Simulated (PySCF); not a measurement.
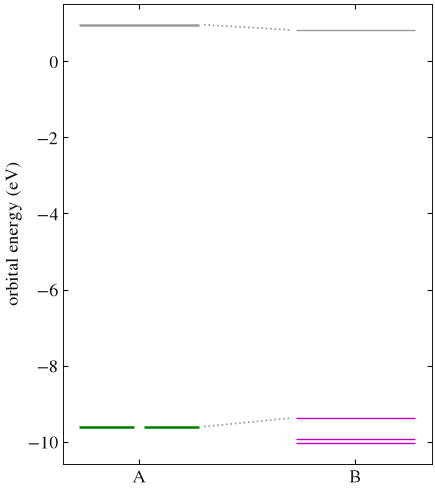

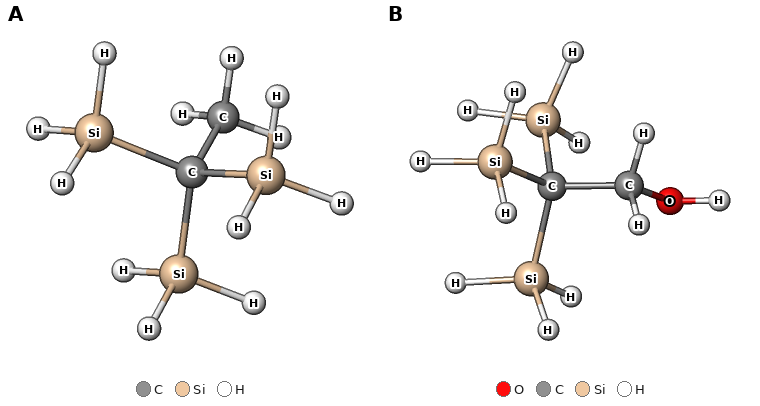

Related molecules: A is C₂H₁₂Si₃, SMILES CC([SiH3])([SiH3])[SiH3]; B is C₂H₁₂OSi₃, SMILES OCC([SiH3])([SiH3])[SiH3]. Frontier orbital energies, CAM-B3LYP/def2-SVPD in PySCF 2.14.0, at a GFN2-xTB geometry (no frequency check); drawn are at most three filled levels and, in grey, the LUMO with any level within 0.03 eV of it; dotted lines join the HOMOs and the LUMOs.

What does the change do to the frontier levels?

From A to B the HOMO rises by 0.22 eV and the LUMO falls by 0.14 eV, so the separation goes from 10.57 to 10.21 eV.

Limits of at least one run: empty levels above zero depend strongly on the basis; one conformer of a flexible molecule; the tight-binding geometry is rougher than a DFT one and adds to the error.
